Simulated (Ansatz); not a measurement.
# (KCl)2(PbTe)1 [001] superlattice, started as rocksalt type: relaxing the cell for a phonon run

Wanted: the relaxed cell of (KCl)2(PbTe)1 [001] superlattice, started as rocksalt type.

Main program and level: Ansatz 0.2.0; DFT PBE, scalar-relativistic, plane waves, PAW.

The structure was built from a prototype and need not be the compound's stable phase.

**1. The structure**

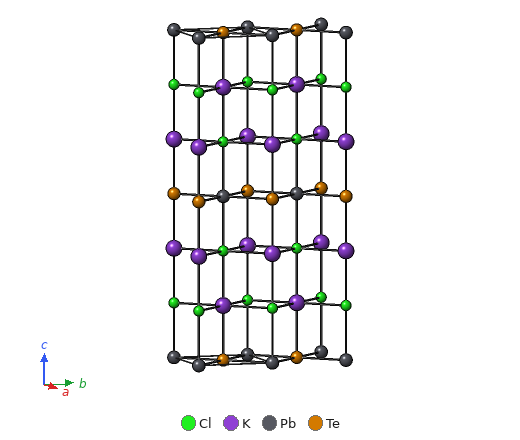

The cell as given, slightly off an axis (chlorine green, potassium purple, lead dark grey, tellurium orange). 1×2×1 cells are drawn. This picture shows the conventional cell, with its axes. Some periodic images of atoms are drawn too.

**2. Probe on a coarse mesh**

First a cheap look: the gap decides the mesh and the occupations, the pressure tells how far the cell has to move.

Input file input.yaml:

```yaml
crystal:
  lattice:
    - [3.17333, 3.17333, 0.0]
    - [-3.17333, 3.17333, 0.0]
    - [3.17333, 0.0, 9.52]
  atoms:
    - { symbol: Cl, position: [0.5, 0.5, 0.0] }
    - { symbol: Cl, position: [0.833333, 0.166667, 0.333333] }
    - { symbol: K, position: [0.0, 0.0, 0.0] }
    - { symbol: K, position: [0.333333, 0.666667, 0.333333] }
    - { symbol: Pb, position: [0.666667, 0.333333, 0.666667] }
    - { symbol: Te, position: [0.166667, 0.833333, 0.666667] }
kpoints:
  mp_grid: { grid: [4, 4, 4] }
hamiltonian:
  xc: pbe
scf:
  occupations: { method: gaussian, width: 0.1 }
output:
  forces: true
  stress: true
  eigenvalues: true
```

Launch:

```
ansatz run input.yaml --threads 8 --pin off --max-ram 14336MiB --backend cpu --events-out ev --progress --plain --runs-dir out
```

Numbers of over 12 decimals in the logs are rounded to 6 here.

Output:

```text
[...]
k-point 0: bands = [... 27 lower, 2.4161, 3.4229, 3.4229, 3.8593, 8.3913, 8.3980, 9.2778, 9.4704, ... 3 higher]
  k-point 1: bands = [... 27 lower, 2.4588, 3.4121, 3.4121, 3.6899, 8.1679, 8.9327, 9.1054, 9.7964, ... 3 higher]
  k-point 2: bands = [... 27 lower, 2.4849, 3.4012, 3.4012, 3.4786, 8.1749, 9.0239, 9.3909, 9.7479, ... 3 higher]
  k-point 12: bands = [... 27 lower, 2.3365, 2.3365, 2.3993, 4.3155, 7.7299, 9.1867, 9.1867, 10.7033, ... 3 higher]
[key lines of the parts left out:]
SCF converged after 7 iterations
Free energy (F): -24128.949188 eV
Fermi energy:    6.058708 eV
P = ⅓ Tr σ = 2.0690 GPa (20.690 kbar)
```

Elapsed: 1.1 s, on 8 threads of Intel Xeon Platinum 8488C (Sapphire Rapids), shared host; peak memory 0.77 GiB; 6.5 s of CPU time.

A gap read on the k-mesh alone can miss the band edges.

This step gave:

- pressure: 2.069 GPa
- gap on the k-mesh: 1.136 eV
- volume per atom: 31.96 Å³
- direct gap on mesh: 1.136 eV

The coarse mesh shows a gap of 1.14 eV and a pressure of 2.1 GPa.

**3. Relaxation**

Harmonic phonons are second derivatives at a point where the forces vanish, and they are wanted at zero stress, so atoms and cell are relaxed first.

input.yaml, the sections that differ from step 2:

```yaml
kpoints:
  mp_grid: { grid: [6, 6, 6] }
scf:
  occupations: { method: gaussian, width: 0.02 }
output:
  forces: true
  stress: true
  eigenvalues: true
  write_density: true
  write_potential: true
  elf: true
  volumetric_format: npy
relax:
  adjacent_minimum: "off"
  f_tol: 0.005
  max_steps: 80
  cell: { stress_tol: 0.05 }
# crystal, hamiltonian: as in step 2
```

Output:

```text
[...]
Crystal: 6 atoms, lattice volume = 191.733 Å³
Basis set: ecut = 420 eV, 3775 PW (Γ), exchange–correlation on 60×60×144 points (8 copies of the dense FFT grid, shifted against one another)
Bands: 38, of which v1, the nominal top of the filled ones, is band 31 counted from 1 (30 counted from 0)
Symmetry: 16 space group operations
[...]
k-points: 30 of 216
[...]
SCF iter   1: F=—  HF=-24128.989418 eV  |F-HF|=—  |Δ(HF+E_count)|=         —  Δρ=1.47e-3  dr2=3.25e-2  ethr=1.77e-3  ⟨swp⟩=10.1  Hψ=6076  notcnv=0
[...]
SCF iter   7: F=-24128.978368 eV  HF=-24128.978368 eV  |F-HF|=8.21e-9  |Δ(HF+E_count)|=   2.14e-7  Δρ=2.11e-6  dr2=9.66e-9  ethr=1.61e-10  ⟨swp⟩=16.2  Hψ=8981  notcnv=0
SCF 1 converged in 7 iterations: F = -24128.978368 eV  dr2 = 9.66e-9
[...]
relax step   1: F+E_penalty+E_count = -24128.97836822 eV  Δ(F+E_penalty+E_count) = +0.000e0 eV  max|allowed force component| = 5.162e-1 eV/Å  Δτ_max = 0.0000 Å  P = +2.021 GPa  Ω = 191.733 Å³  (7 SCF iters, dr2 threshold 1.00e-7 eV, accepted)
Crystal: 6 atoms, lattice volume = 204.946 Å³
Basis set: ecut = 420 eV, 4041 PW (Γ), exchange–correlation on 60×60×144 points (8 copies of the dense FFT grid, shifted against one another)
[...]
iter 1 solved again at ethr=7.82e-4 eV; its pass at ethr=3.10e-3 eV (dr2=4.85e-1 eV) is discarded
[...]
SCF iter   6: F=-24129.104133 eV  HF=-24129.104133 eV  |F-HF|=4.76e-7  |Δ(HF+E_count)|=   3.55e-6  Δρ=1.21e-5  dr2=5.01e-7  ethr=9.68e-10  ⟨swp⟩=14.9  Hψ=10070  notcnv=0
SCF 2 converged in 6 iterations: F = -24129.104133 eV  dr2 = 5.01e-7
relax step   2: F+E_penalty+E_count = -24129.10413321 eV  Δ(F+E_penalty+E_count) = -1.258e-1 eV  max|allowed force component| = 2.017e-1 eV/Å  Δτ_max = 0.1905 Å  P = -0.006 GPa  Ω = 204.946 Å³  energy of the carried Pulay correction = -7.030e-4 eV  (6 SCF iters, dr2 threshold 6.00e-7 eV, accepted)
Crystal: 6 atoms, lattice volume = 205.403 Å³
[...]
SCF iter   5: F=-24129.124752 eV  HF=-24129.124752 eV  |F-HF|=2.31e-7  |Δ(HF+E_count)|=   2.21e-6  Δρ=1.27e-5  dr2=5.13e-7  ethr=9.68e-10  ⟨swp⟩=13.6  Hψ=9854  notcnv=0
SCF 3 converged in 5 iterations: F = -24129.124752 eV  dr2 = 5.13e-7
  Residual-converged pass: ⟨swp⟩=1.1  Hψ=1262  notcnv=0  max |occ|·‖R‖ = 7.0e-9 eV (tolerance 1.0e-8 eV)  dr2=5.13e-7  dr2_onsite=1.13e-8  max |Δocc| = 0.0e0
relax step   3: F+E_penalty+E_count = -24129.12475181 eV  Δ(F+E_penalty+E_count) = -2.062e-2 eV  max|allowed force component| = 3.232e-2 eV/Å  Δτ_max = 0.0593 Å  P = -0.028 GPa  Ω = 205.403 Å³  energy of the carried Pulay correction = -7.265e-4 eV  (5 SCF iters, dr2 threshold 6.00e-7 eV, accepted)
[...]
relax step   4: F+E_penalty+E_count = -24129.12539841 eV  Δ(F+E_penalty+E_count) = -6.466e-4 eV  max|allowed force component| = 3.192e-3 eV/Å  Δτ_max = 0.0113 Å  P = +0.008 GPa  Ω = 205.226 Å³  energy of the carried Pulay correction = -7.174e-4 eV  (5 SCF iters, dr2 threshold 6.53e-8 eV, accepted)
[...]
relax step   5: F+E_penalty+E_count = -24129.12550167 eV  Δ(F+E_penalty+E_count) = -1.033e-4 eV  max|allowed force component| = 2.006e-3 eV/Å  Δτ_max = 0.0028 Å  P = +0.006 GPa  Ω = 205.329 Å³  energy of the carried Pulay correction = -7.227e-4 eV  (5 SCF iters, dr2 threshold 1.31e-8 eV, accepted)
Basis set: ecut = 420 eV, 4065 PW (Γ), exchange–correlation on 64×64×144 points (8 copies of the dense FFT grid, shifted against one another)
[...]
SCF iter   6: F=-24129.126235 eV  HF=-24129.126235 eV  |F-HF|=0.00e0  |Δ(HF+E_count)|=   2.45e-9  Δρ=5.22e-8  dr2=9.57e-12  ethr=1.00e-12  ⟨swp⟩=6.6  Hψ=5138  notcnv=0
SCF 6 converged in 6 iterations: F = -24129.126235 eV  dr2 = 9.57e-12
relax step   6: F+E_penalty+E_count = -24129.12623454 eV  Δ(F+E_penalty+E_count) = -7.329e-4 eV  max|allowed force component| = 1.986e-3 eV/Å  Δτ_max = 0.0000 Å  P = +0.006 GPa  Ω = 205.329 Å³  stress off target by 2.78e-2 GPa  SCF on the basis re-selected at this cell (its energy is not comparable with the rows above)  (6 SCF iters)
basis re-selected at this cell: Δ(F+E_penalty+E_count) = -7.329e-4 eV, ΔP = -0.000 GPa vs the last step (what re-selecting the basis moved, of the pressure what is left beyond the Pulay correction that the steps carried, after the strain that the cell walked since its last selection, with what the two solves' SCF thresholds leave and, on support functions, any second-order correction that the steps lacked; it is no measure of the basis error at this ecutwfc). The dense FFT grid was sized anew with the basis: this SCF ran on 32×32×72 points, the steps before it on 30×30×72, so part of this shift can come from that change (see relax.cell in the input reference). [rest of the remark cut]
SCF converged after 6 iterations
Free energy (F): -24129.126235 eV
[...]
Internal energy: -24129.126235 eV  (E = F + TS)
E sigma→0 (E₀):  -24129.126235 eV
Fermi energy:    5.460426 eV
[...]
--- Forces (eV/Å), atoms counted from 1 ---
  atom   1  Cl     0.00000000     0.00000000     0.00049647
  atom   2  Cl     0.00000000     0.00000000    -0.00049647
  atom   3  K     -0.00000000     0.00000000     0.00198589
  atom   4  K     -0.00000000     0.00000000    -0.00198589
  atom   5  Pb     0.00000000     0.00000000     0.00000000
  atom   6  Te     0.00000000    -0.00000000     0.00000000
  max |Σ_I F_I| component: 8.64e-19 eV/Å
--- Stress (GPa, compression-positive) ---
       -0.004968      -0.000000       0.000000
       -0.000000      -0.004968       0.000000
        0.000000       0.000000       0.027837
  P = ⅓ Tr σ = 0.0060 GPa (0.060 kbar)
--- Band table (eV; the first three rows and the last of 30) ---
  k-point 0: bands = [... 27 lower, 1.8176, 3.0143, 3.0143, 3.3415, 7.4547, 7.6755, 8.8257, 8.8688, ... 3 higher]
  k-point 1: bands = [... 27 lower, 1.8353, 3.0114, 3.0114, 3.2749, 7.3799, 7.8818, 8.6726, 9.0853, ... 3 higher]
  k-point 2: bands = [... 27 lower, 1.8558, 3.0056, 3.0056, 3.1289, 7.3625, 8.2133, 8.5675, 9.0864, ... 3 higher]
  k-point 29: bands = [... 27 lower, 1.7498, 1.7800, 1.8069, 3.8450, 7.0297, 8.5542, 8.8017, 9.6732, ... 3 higher]
--- Relaxed structure (5 steps of the walk, 5 accepted, 1 SCFs on fresh bases) ---
  F+E_penalty+E_count = -24129.12623454 eV   max|allowed force component| = 1.986e-3 eV/Å   (the final SCF, on the basis selected at the relaxed cell)
  cell:  # Å, volume = 205.3287 Å³
    - [3.229148, 3.229148, 0.0]
    - [-3.229148, 3.229148, 0.0]
    - [3.229148, 0, 9.845640]
  atoms:
    - { symbol: Cl, position: [0.502165, 0.497835, -0.00433005] }
    - { symbol: Cl, position: [0.831168, 0.168832, 0.337663] }
    - { symbol: K, position: [-0.0061548, 0.0061548, 0.012310] }
    - { symbol: K, position: [0.339488, 0.660512, 0.321024] }
    - { symbol: Pb, position: [0.666667, 0.333333, 0.666667] }
    - { symbol: Te, position: [0.166667, 0.833333, 0.666667] }
```

Elapsed: 11 s, on 8 threads; peak memory 0.92 GiB; 76 s of CPU time.

Relaxation path:

```
step  energy less that of the first step (eV)  largest force component (eV/Å)  pressure (GPa)  volume (Å³)
   1                                   0.0000                          0.5162            2.02       191.73
   2                                  -0.1258                          0.2017           -0.01       204.95
   3                                  -0.1464                          0.0323           -0.03       205.40
   4                                  -0.1470                          0.0032            0.01       205.23
   5                                  -0.1471                          0.0020            0.01       205.33
  6*                                  -0.1479                          0.0020            0.01       205.33
```

Relaxation steps marked * repeat the geometry before them on a plane-wave basis chosen anew for their cell, so energy and pressure can jump there.

Forces are held to the 16 operations that the run works with; a distortion that breaks them can't arise in this run.

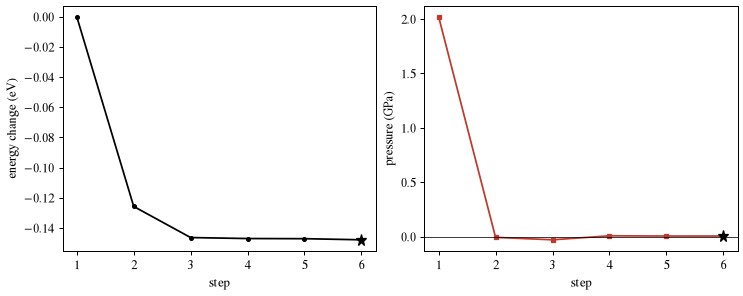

Energy and pressure along the relaxation. Stars mark steps on a basis chosen anew.

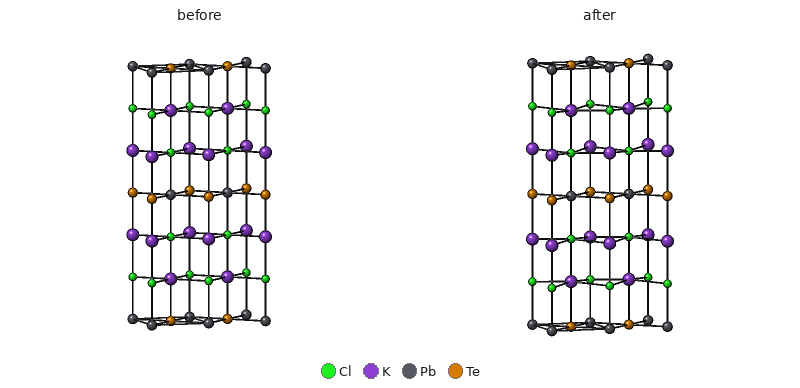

Before and after, at one scale.

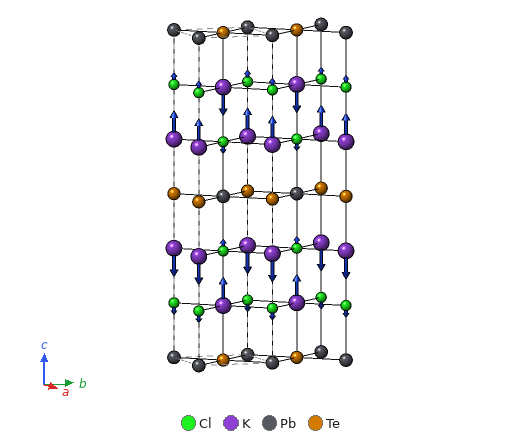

Displacements in the relaxation, exaggerated, measured against the changing cell; the longest in the cell stands for 0.12 Å. 1×2×1 conventional cells are drawn. Some periodic images of atoms are drawn too.

```
conventional cell, symmetrised  before   after  change
                         a (Å)   4.488   4.567  +1.8 %
                         b (Å)   4.488   4.567  +1.8 %
                         c (Å)  19.040  19.691  +3.4 %
              volume (Å³/atom)   31.96   34.22  +7.1 %
```

The atoms that moved most (Å, as changes of fractional coordinates times the final cell):

```
atom     dx     dy      dz  length
  K3  0.000  0.000   0.121   0.121
  K4  0.000  0.000  -0.121   0.121
 Cl2  0.000  0.000   0.043   0.043
 Cl1  0.000  0.000  -0.043   0.043
```

Final coordinates:

```xyz
6
Lattice="3.2291 3.2291 0.0000 -3.2291 3.2291 0.0000 3.2291 0.0000 9.8456" Properties=species:S:1:pos:R:3 pbc="T T T"
Cl    0.0000    3.2291   -0.0426
Cl    3.2291    3.2291    3.3245
K     0.0000    0.0000    0.1212
K     0.0000    3.2291    3.1607
Pb    3.2291    3.2291    6.5638
Te    0.0000    3.2291    6.5638
```

This step gave:

```yaml
pressure: 0.005967 GPa
gap_on_the_k_mesh: 1.188 eV
volume_per_atom: 34.22 Å³
direct_gap_on_mesh: 1.188 eV
```

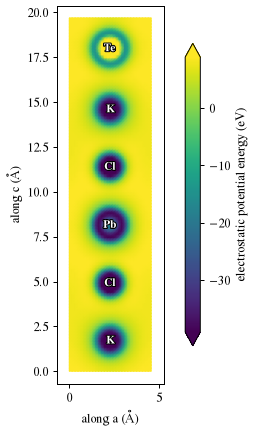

Electrostatic potential energy in the ac plane of the conventional cell at fractional y = 0.000, with atoms of Cl and K and Pb and Te within 0.2 Å of it. With pseudopotentials it is smooth inside the atoms' cores, unlike the true potential. The map starts off the cell's origin, so that atoms lie inside it.

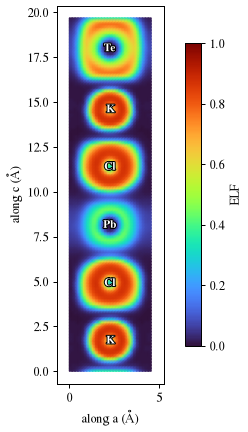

ELF in the ac plane of the conventional cell at fractional y = 0.000, with atoms of Cl and K and Pb and Te within 0.2 Å of it. It is the smooth field of the valence electrons, not physical close to the nuclei. The map starts off the cell's origin, so that atoms lie inside it.

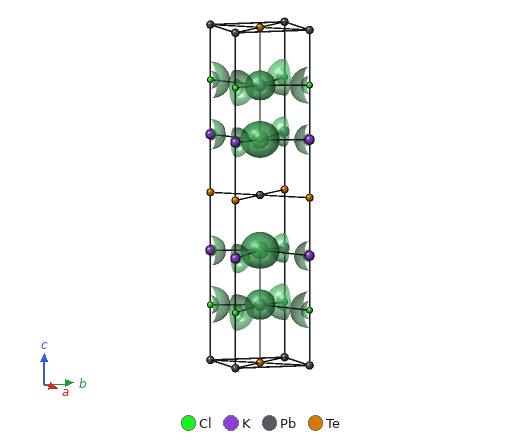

Surface of ELF = 0.8.

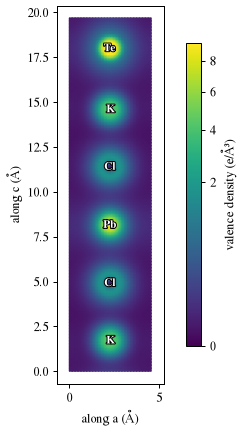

Valence density in the ac plane of the conventional cell at fractional y = 0.000, with atoms of Cl and K and Pb and Te within 0.2 Å of it. It is the smooth field of the valence electrons, not physical close to the nuclei. The map starts off the cell's origin, so that atoms lie inside it. The colour scale is stretched toward low values.

In this step the volume went from 31.96 to 34.22 Å³/atom.

**4. Tight relaxation**

Phonons need a cell at rest on their own settings, so the relaxation is repeated with tight tolerances on forces and stress, using the mesh and the filling of the phonon run that follows.

Input file input.yaml:

```yaml
crystal:
  lattice:
    - [3.2291476481, 3.2291476481, 0.0]
    - [-3.2291476481, 3.2291476481, 0.0]
    - [3.2291476481, 0.0, 9.8456396237]
  atoms:
    - { symbol: Cl, position: [0.5021650268, 0.4978349732, -0.0043300535] }
    - { symbol: Cl, position: [0.8311683066, 0.1688316934, 0.3376633868] }
    - { symbol: K, position: [-0.0061547965, 0.0061547965, 0.012309593] }
    - { symbol: K, position: [0.3394881298, 0.6605118702, 0.3210237404] }
    - { symbol: Pb, position: [0.6666666667, 0.3333333333, 0.6666666667] }
    - { symbol: Te, position: [0.1666666667, 0.8333333333, 0.6666666667] }
kpoints:
  mp_grid: { grid: [8, 8, 8] }
hamiltonian:
  xc: pbe
scf:
  occupations: { method: fixed }
output:
  forces: true
  stress: true
  eigenvalues: true
relax:
  adjacent_minimum: "off"
  f_tol: 0.001
  max_steps: 60
  cell: { stress_tol: 0.01 }
```

Output:

```text
[...]
Crystal: 6 atoms, lattice volume = 205.329 Å³
Basis set: ecut = 420 eV, 4065 PW (Γ), exchange–correlation on 64×64×144 points (8 copies of the dense FFT grid, shifted against one another)
Bands: 38, of which v1, the nominal top of the filled ones, is band 31 counted from 1 (30 counted from 0)
[... 1 set-up line as in the run before ...]
[...]
k-points: 59 of 512
[...]
- [3.229066, 3.229066, 0.0]
    - [-3.229066, 3.229066, 0.0]
    - [3.229066, 0, 9.851965]
  atoms:
    - { symbol: Cl, position: [0.502122, 0.497878, -0.00424459] }
    - { symbol: Cl, position: [0.831211, 0.168789, 0.337578] }
    - { symbol: K, position: [-0.00617336, 0.00617336, 0.012347] }
    - { symbol: K, position: [0.339507, 0.660493, 0.320987] }
    - { symbol: Pb, position: [0.666667, 0.333333, 0.666667] }
    - { symbol: Te, position: [0.166667, 0.833333, 0.666667] }
[key lines of the parts left out:]
SCF converged after 6 iterations
Free energy (F): -24129.125041 eV
Fermi energy:    4.861210 eV
P = ⅓ Tr σ = -0.0017 GPa (-0.017 kbar)
```

Elapsed: 9.9 s, on 8 threads; peak memory 1 GiB; 74 s of CPU time.

Little changed from the start: no atom moved by 0.005 Å and no cell edge by 0.1 %.

Numbers from this step:

* pressure: -0.001724 GPa
* gap on the k-mesh: 1.187 eV
* volume per atom: 34.24 Å³
* direct gap on mesh: 1.187 eV

The largest force component left is 0.78 meV/Å and the pressure is -0.002 GPa, within the tolerances set. The cell now holds 34.24 Å³/atom.

**5. Results**

```yaml
space_group_after_relaxation_within_0p01_a: I4/mmm
lattice_constant_a: 4.567 Å
lattice_constant_b: 4.567 Å
lattice_constant_c: 19.704 Å
volume_per_atom: 34.2 Å³
gap_on_the_k_mesh: 1.19 eV
```

What this shows: The largest force component left is 0.78 meV/Å and the pressure is -0.002 GPa, within the tolerances set. The cell now holds 34.24 Å³/atom. The relaxation keeps the symmetry of its start, so it says nothing on stability against lower symmetry. Spin-orbit coupling is left out, which can matter for the heavy elements here. The starting cell was built on a prototype and not taken from a measurement, so the phase need not exist.

[Logs are printed without paths, hosts, clocks, repeated set-up lines and the standing remarks that a program may print on its own settings, such as how far it seeks lower states.]

[Hosts, paths, dates, database ids (printed as entryN), source tags and the programs' standing remarks are cut or masked in the printed files.]
